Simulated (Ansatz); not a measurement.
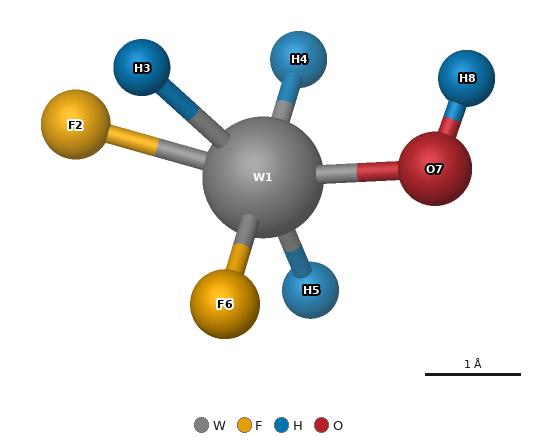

Fig. 1: The starting structure (ball-and-stick view, seen on its broad side; atoms are numbered from 1 in the order of the input). Sticks mark near contacts.

## WH$_{4}$OF$_{2}$: geometry relaxation (part 1 of 2)

The run: geometry relaxation of WH$_{4}$OF$_{2}$. Method and program: RHF/def2-SVP (Ansatz 0.2.0).

The input holds or restrains some coordinates. Forces given for the steps count only the free coordinates. It belongs to a series of runs on one base structure; here: pulled along the bonds that form and break, towards end B. Figures and captions count atoms from 1; the log counts them from 0 in places.

The program's output:
```
The last accepted step is kept in [file] (removed where the run ends without a failure and the disk answers)
Engine: ansatz 0.2.0, aarch64-unknown-linux-gnu
Functional definition: HF
  exchange = exact_x
  correlation = 0
994 factors; integrals over basis functions are off by at most 2.9e-4 eV
mean field evaluation 1: about -9297.1972 eV, gradient 6.4e1 eV
mean field evaluation 2: about -9297.3727 eV, gradient 6.4e1 eV
mean field evaluation 4: about -9306.7490 eV, gradient 5.4e0 eV
mean field evaluation 8: about -9307.0864 eV, gradient 1.5e0 eV
mean field evaluation 16: about -9307.2015 eV, gradient 4.0e-2 eV
mean field evaluation 32: about -9306.9563 eV, gradient 9.6e-1 eV
mean field evaluation 64: about -9305.8327 eV, gradient 1.1e0 eV
mean field evaluation 96: about -9306.2207 eV, gradient 1.0e0 eV
mean field evaluation 128: about -9300.8303 eV, gradient 1.3e1 eV
mean field -9307.20157921 eV, -342.0333493882 hartree, gradient 3.1e-5 eV, S^2 0.000000; 1 other end points of the search recorded, 0 dependent functions left out
the calculation of the forces begins
reference -9307.20157921 eV, -342.0333493882 hartree; 22, 22 occupied and 72, 72 virtual orbitals, 994 factors
relax step   1: F+E_penalty+E_count = -9307.20157921 eV  Δ(F+E_penalty+E_count) = +0.000e0 eV  max|allowed force component| = 6.077e0 eV/Å  E_restraint = 31.91468571 eV  max|allowed force component, restraints' pulls added| = 4.582e1 eV/Å  Δτ_max = 0.0000 Å  (219 SCF iters, accepted)
  distance F 1 - H 2 = 1.2774 Å
  distance W 0 - F 1 = 2.0500 Å
  distance W 0 - H 2 = 1.9200 Å
these checks for a lower state are left out or cut short: starts, cluster_reference, orbital_swaps, neighbouring_geometries, increment
994 factors; integrals over basis functions are off by at most 3.9e-4 eV
mean field -9308.21578388 eV, -342.0706207224 hartree, gradient 4.9e-5 eV, S^2 0.000000; 0 other end points of the search recorded, 0 dependent functions left out
[... from here on the field's lines of each further geometry are left out, up to the last ...]
relax step   2: F+E_penalty+E_count = -9308.21578388 eV  Δ(F+E_penalty+E_count) = -1.014e0 eV  max|allowed force component| = 5.219e0 eV/Å  E_restraint = 17.44505950 eV  max|allowed force component, restraints' pulls added| = 3.192e1 eV/Å  Δτ_max = 0.1941 Å  (86 SCF iters, accepted)
relax step   3: F+E_penalty+E_count = -9309.18483563 eV  Δ(F+E_penalty+E_count) = -9.691e-1 eV  max|allowed force component| = 5.974e0 eV/Å  E_restraint = 6.59968687 eV  max|allowed force component, restraints' pulls added| = 1.631e1 eV/Å  Δτ_max = 0.1949 Å  (87 SCF iters, accepted)
relax step   4: F+E_penalty+E_count = -9310.54852378 eV  Δ(F+E_penalty+E_count) = -1.364e0 eV  max|allowed force component| = 5.532e0 eV/Å  E_restraint = 0.75599374 eV  max|allowed force component, restraints' pulls added| = 6.772e0 eV/Å  Δτ_max = 0.1949 Å  (81 SCF iters, accepted)
relax step   5: F+E_penalty+E_count = -9311.79219191 eV  Δ(F+E_penalty+E_count) = -1.244e0 eV  max|allowed force component| = 1.104e0 eV/Å  E_restraint = 0.00208420 eV  max|allowed force component, restraints' pulls added| = 1.104e0 eV/Å  Δτ_max = 0.1946 Å  (81 SCF iters, accepted)
relax step   6: F+E_penalty+E_count = -9312.11670797 eV  Δ(F+E_penalty+E_count) = -3.245e-1 eV  max|allowed force component| = 6.880e-1 eV/Å  E_restraint = 0.02177412 eV  max|allowed force component, restraints' pulls added| = 1.492e0 eV/Å  Δτ_max = 0.1960 Å  (81 SCF iters, accepted)
relax step   7: F+E_penalty+E_count = -9312.23767061 eV  Δ(F+E_penalty+E_count) = -1.210e-1 eV  max|allowed force component| = 8.120e-1 eV/Å  E_restraint = 0.00623527 eV  max|allowed force component, restraints' pulls added| = 7.459e-1 eV/Å  Δτ_max = 0.1928 Å  (78 SCF iters, accepted)
relax step   8: F+E_penalty+E_count = -9312.32347314 eV  Δ(F+E_penalty+E_count) = -8.580e-2 eV  max|allowed force component| = 9.585e-1 eV/Å  E_restraint = 0.01614731 eV  max|allowed force component, restraints' pulls added| = 9.585e-1 eV/Å  Δτ_max = 0.1935 Å  (79 SCF iters, accepted)
relax step   9: F+E_penalty+E_count = -9312.36026557 eV  Δ(F+E_penalty+E_count) = -3.679e-2 eV  max|allowed force component| = 8.656e-1 eV/Å  E_restraint = 0.01468909 eV  max|allowed force component, restraints' pulls added| = 8.656e-1 eV/Å  Δτ_max = 0.0837 Å  (74 SCF iters, accepted)
relax step  10: F+E_penalty+E_count = -9312.35795821 eV  Δ(F+E_penalty+E_count) = +2.307e-3 eV  max|allowed force component| = 2.151e0 eV/Å  E_restraint = 0.02408493 eV  max|allowed force component, restraints' pulls added| = 2.857e0 eV/Å  Δτ_max = 0.1987 Å  (76 SCF iters, rejected (line search))
relax step  11: F+E_penalty+E_count = -9312.41223597 eV  Δ(F+E_penalty+E_count) = -5.197e-2 eV  max|allowed force component| = 7.934e-1 eV/Å  E_restraint = 0.00036219 eV  max|allowed force component, restraints' pulls added| = 7.719e-1 eV/Å  Δτ_max = 0.0968 Å  (63 SCF iters, accepted)
relax step  12: F+E_penalty+E_count = -9312.44975032 eV  Δ(F+E_penalty+E_count) = -3.751e-2 eV  max|allowed force component| = 1.070e0 eV/Å  E_restraint = 0.00133665 eV  max|allowed force component, restraints' pulls added| = 1.048e0 eV/Å  Δτ_max = 0.0979 Å  (77 SCF iters, accepted)
relax step  13: F+E_penalty+E_count = -9312.49638219 eV  Δ(F+E_penalty+E_count) = -4.663e-2 eV  max|allowed force component| = 1.120e0 eV/Å  E_restraint = 0.00266018 eV  max|allowed force component, restraints' pulls added| = 1.333e0 eV/Å  Δτ_max = 0.1462 Å  (63 SCF iters, accepted)
relax step  14: F+E_penalty+E_count = -9312.57347564 eV  Δ(F+E_penalty+E_count) = -7.709e-2 eV  max|allowed force component| = 4.434e-1 eV/Å  E_restraint = 0.00152031 eV  max|allowed force component, restraints' pulls added| = 3.316e-1 eV/Å  Δτ_max = 0.1996 Å  (63 SCF iters, accepted)
relax step  15: F+E_penalty+E_count = -9312.61145301 eV  Δ(F+E_penalty+E_count) = -3.798e-2 eV  max|allowed force component| = 3.595e-1 eV/Å  E_restraint = 0.00167502 eV  max|allowed force component, restraints' pulls added| = 2.016e-1 eV/Å  Δτ_max = 0.1843 Å  (63 SCF iters, accepted)
relax step  16: F+E_penalty+E_count = -9312.62850247 eV  Δ(F+E_penalty+E_count) = -1.705e-2 eV  max|allowed force component| = 3.061e-1 eV/Å  E_restraint = 0.00176457 eV  max|allowed force component, restraints' pulls added| = 9.866e-2 eV/Å  Δτ_max = 0.1491 Å  (63 SCF iters, accepted)
relax step  17: F+E_penalty+E_count = -9312.62415700 eV  Δ(F+E_penalty+E_count) = +4.345e-3 eV  max|allowed force component| = 5.286e-1 eV/Å  E_restraint = 0.00191136 eV  max|allowed force component, restraints' pulls added| = 3.774e-1 eV/Å  Δτ_max = 0.1936 Å  (63 SCF iters, rejected (line search))
relax step  18: F+E_penalty+E_count = -9312.63639715 eV  Δ(F+E_penalty+E_count) = -7.895e-3 eV  max|allowed force component| = 2.983e-1 eV/Å  E_restraint = 0.00144654 eV  max|allowed force component, restraints' pulls added| = 1.264e-1 eV/Å  Δτ_max = 0.0941 Å  (62 SCF iters, accepted)
relax step  19: F+E_penalty+E_count = -9312.64249671 eV  Δ(F+E_penalty+E_count) = -6.100e-3 eV  max|allowed force component| = 3.006e-1 eV/Å  E_restraint = 0.00324611 eV  max|allowed force component, restraints' pulls added| = 2.310e-1 eV/Å  Δτ_max = 0.0965 Å  (74 SCF iters, accepted)
relax step  20: F+E_penalty+E_count = -9312.64551642 eV  Δ(F+E_penalty+E_count) = -3.020e-3 eV  max|allowed force component| = 2.937e-1 eV/Å  E_restraint = 0.00225509 eV  max|allowed force component, restraints' pulls added| = 2.268e-1 eV/Å  Δτ_max = 0.0713 Å  (63 SCF iters, accepted)
the calculation of the forces begins
reference -9312.64856414 eV, -342.2335223922 hartree; 22, 22 occupied and 72, 72 virtual orbitals, 995 factors
relax step  21: F+E_penalty+E_count = -9312.64856414 eV  Δ(F+E_penalty+E_count) = -3.048e-3 eV  max|allowed force component| = 3.289e-1 eV/Å  E_restraint = 0.00219362 eV  max|allowed force component, restraints' pulls added| = 1.474e-1 eV/Å  Δτ_max = 0.1020 Å  (62 SCF iters, accepted)
  distance F 1 - H 2 = 0.9100 Å
  distance W 0 - F 1 = 3.0549 Å
  distance W 0 - H 2 = 2.9247 Å
995 factors; integrals over basis functions are off by at most 7.2e-4 eV
mean field evaluation 352: about -9307.9657 eV, gradient 1.2e1 eV
mean field evaluation 384: about -9310.4904 eV, gradient 3.3e1 eV
```

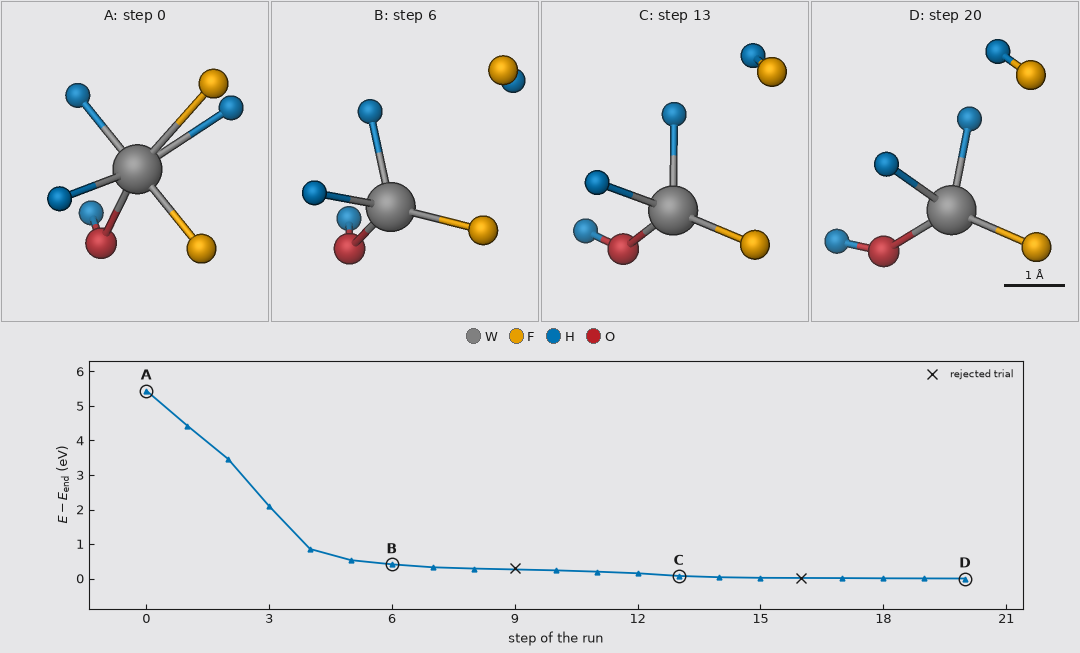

Fig. 2: Frames of the restrained relaxation (ball-and-stick view, seen at an oblique angle) above the curves, on which the letters mark them (the first geometry is step 0 here and step 1 in the log).

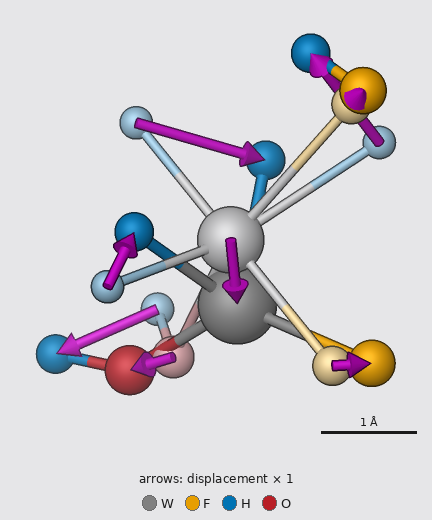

Fig. 3: Start (faint) and end (solid) with the displacements as pink arrows, at true length (ball-and-stick view, seen at an oblique angle). The two geometries are laid on each other by the best rigid fit. H3 moves most after the best rigid fit: 1.57 Å. By element the largest moves are H 1.57 Å, W 0.79 Å, O 0.56 Å, F 0.49 Å. Among the contacts that change: W1–F2 2.050 → 3.055 Å, W1–H3 1.920 → 2.925 Å, F2–H3 1.277 → 0.910 Å, W1–O7 1.940 → 1.840 Å. New bonds form: F2–H3 (1.28 → 0.91 Å). Bonds break: W1–F2 (2.05 → 3.05 Å), W1–H3 (1.92 → 2.92 Å). Among the angles that change: H4–W1–F6 180.0° → 112.9°, F6–W1–O7 90.0° → 136.8°, W1–O7–H8 109.5° → 144.4°. The energy falls by 5.447 eV in 20 geometry steps. Largest force component: 6.1 eV/Å at the start, 0.33 eV/Å at the end. The line search rejected the trial steps at points 9, 16 (counted from 0) and went back. (Atoms are counted from 1 in the order of the input.)

```
mean field -9312.64856414 eV, -342.2335223922 hartree, gradient 2.6e-5 eV, S^2 0.000000; 1 other end points of the search recorded, 0 dependent functions left out
the calculation of the forces begins
reference -9312.64856414 eV, -342.2335223922 hartree; 22, 22 occupied and 72, 72 virtual orbitals, 995 factors
Total energy: -9312.64856414 eV, -342.2335223922 hartree
Atom 0 at     0.012442    -0.372524    -0.670949 Å, force    -0.030913     0.089445    -0.126990 eV/Å
Atom 1 at     0.857681    -0.175827     2.258088 Å, force     0.080184     0.328893    -0.058879 eV/Å
Atom 2 at     0.999207     0.643328     1.887951 Å, force    -0.038310    -0.302675     0.199660 eV/Å
Atom 3 at     1.236458     0.689442    -0.163592 Å, force    -0.049567    -0.056412    -0.014524 eV/Å
Atom 4 at    -1.064890     0.553039     0.237471 Å, force     0.025784    -0.009407    -0.023935 eV/Å
Atom 5 at     0.132023    -2.040645     0.122398 Å, force     0.018012    -0.044697     0.009615 eV/Å
Atom 6 at    -0.269349     0.290393    -2.364507 Å, force    -0.012605     0.018319     0.029029 eV/Å
Atom 7 at    -0.436172     1.075195    -2.864459 Å, force     0.007416    -0.023465    -0.013974 eV/Å
Dipole moment:    -0.047509     0.473898    -0.657341 e Å
```

Trajectory as extended XYZ (Å, eV, eV/Å), 21 frames, from step=1 to step=21:
```
8
Properties=species:S:1:pos:R:3:forces:R:3 step=1 energy=-9307.20158
W     0.0000    0.0000    0.0000   -0.7269  -2.2642  -6.0774
F     0.9293    0.0000    1.8273    0.7096  -1.2863  -0.7239
H     1.7303    0.0000    0.8322   -0.9400   2.3185   1.4983
H     0.0000    1.7200    0.0000    0.0034   0.5850   0.1737
H    -1.7200    0.0000    0.0000    0.0006   2.1334   1.3263
F     0.0000   -1.8500    0.0000    0.3440  -2.0484   0.8064
O     0.0000    0.0000   -1.9400    2.3056   2.6871   2.4937
H     0.5278    0.7924   -2.2771   -1.6962  -2.1253   0.5030
8
Properties=species:S:1:pos:R:3:forces:R:3 step=2 energy=-9308.21578
W    -0.1338   -0.0104   -0.1402    0.9505  -0.8513  -2.2344
F     1.0025   -0.0064    1.8725    3.5742  -0.6378  -4.7743
H     1.7950    0.0120    0.9212   -3.5085   0.7652   5.2194
H    -0.0008    1.7225   -0.0001   -0.1290   0.4702   0.3223
H    -1.7256    0.0109    0.0061   -1.5543   1.3103   0.9133
F     0.0007   -1.8606    0.0026    0.5121  -2.1578   1.5314
O     0.0072    0.0082   -1.9441    1.2841   2.5316  -1.1591
H     0.5223    0.7863   -2.2758   -1.1291  -1.4303   0.1814
8
Properties=species:S:1:pos:R:3:forces:R:3 step=3 energy=-9309.18484
W    -0.2652   -0.0136   -0.2842    3.4862  -2.4586   3.5224
F     1.1239   -0.0052    1.8889    3.8671  -0.2327  -5.0664
H     1.8239    0.0093    1.0585   -3.6585   0.1933   5.4199
H    -0.0025    1.7251    0.0032   -0.4006  -0.1874   0.1194
H    -1.7468    0.0151    0.0098   -4.1576   1.1730   0.9870
F     0.0053   -1.8742    0.0178    0.2420  -0.2466   1.4137
O     0.0095    0.0231   -1.9736    0.9086   2.1958  -5.9739
H     0.5193    0.7829   -2.2780   -0.2872  -0.4369  -0.4221
8
Properties=species:S:1:pos:R:3:forces:R:3 step=4 energy=-9310.54852
W    -0.3718   -0.0739   -0.4138    2.3755  -2.2830   4.3024
F     1.2985   -0.0031    1.9247   -1.2684  -0.1486   1.5512
H     1.8617    0.0062    1.2496    1.3927   0.1293  -1.1679
H    -0.0179    1.7002    0.0008   -0.4836  -1.2774  -0.2355
H    -1.8512    0.0382    0.0279   -3.1380   1.0649   1.0316
F     0.0081   -1.8643    0.0506    0.0404   0.4775   0.9649
O     0.0047    0.0595   -2.0877    0.4279   1.2715  -5.5321
H     0.5353    0.7996   -2.3099    0.6535   0.7659  -0.9147
8
Properties=species:S:1:pos:R:3:forces:R:3 step=5 energy=-9311.79219
W    -0.3781   -0.1743   -0.4902   -0.1559  -0.5539   0.7416
F     1.3464    0.0068    2.0260    0.3186  -0.0602  -0.4806
H     1.9183    0.0026    1.3153   -0.2599   0.0712   0.6859
H    -0.0701    1.5258   -0.0303   -0.0986  -1.1038   0.0247
H    -1.9308    0.1331    0.0808   -0.0198   0.2899   0.0708
F     0.0332   -1.8780    0.1717    0.0497   0.4219   0.5447
O    -0.0410    0.1758   -2.2369    0.1688   0.8536  -1.0899
H     0.5895    0.8705   -2.3939   -0.0030   0.0812  -0.4972
8
Properties=species:S:1:pos:R:3:forces:R:3 step=6 energy=-9312.11671
W    -0.3780   -0.2314   -0.5442   -0.2132  -0.6677   0.5190
F     1.3022   -0.0195    2.0105    0.0902   0.0153  -0.0392
H     1.8877    0.0553    1.3251    0.0070   0.0435   0.2809
H    -0.0475    1.3456    0.0435    0.1221  -0.5123  -0.0105
H    -1.8872    0.2205    0.0917    0.1981  -0.0112  -0.2055
F     0.0748   -1.8568    0.2876   -0.1533   0.6880  -0.0815
O    -0.0693    0.2389   -2.3011    0.1244   0.4595  -0.0597
H     0.5847    0.9099   -2.4707   -0.1755  -0.0151  -0.4036
```
